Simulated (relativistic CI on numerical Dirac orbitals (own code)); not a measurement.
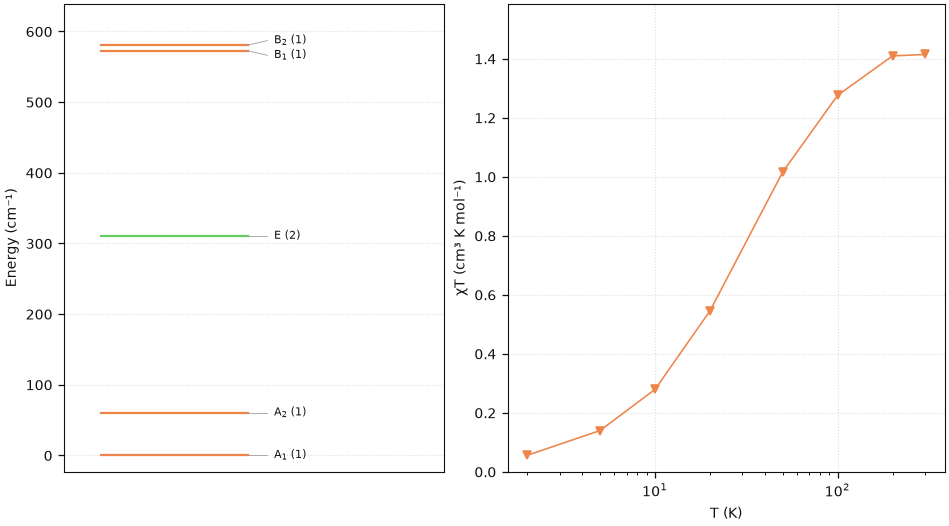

Fe⁴⁺ (3d⁴) in a field of D4h symmetry with 10Dq = 34,100, Ds = 1,950, Dt = −530 cm⁻¹. Labels give the double-group representation and, in brackets, the degeneracy; the lowest 5 of 160 levels are drawn. Computed by Dirac CI, KLI exchange-only orbitals, Breit term, model QED, valence Slater integrals scaled by 0.8 (radial Dirac CI code). One open-shell configuration in a parametric field without covalency; powder susceptibility by Van Vleck's formula.

Q: What are the ground level and the first gap?

A: The free ion's lowest level is ⁵D₀. The ground level is A₁, a singlet, with total spin S = 1.00 (from expectation values). The next level lies at 60 cm⁻¹ (A₂). The field lowers the ground state by 35,800 cm⁻¹ against the free ion. χT is 0.0558 cm³ K mol⁻¹ at 2 K, 1.02 at 50 K and 1.41 at 300 K, an effective moment of 3.36 μB at room temperature.
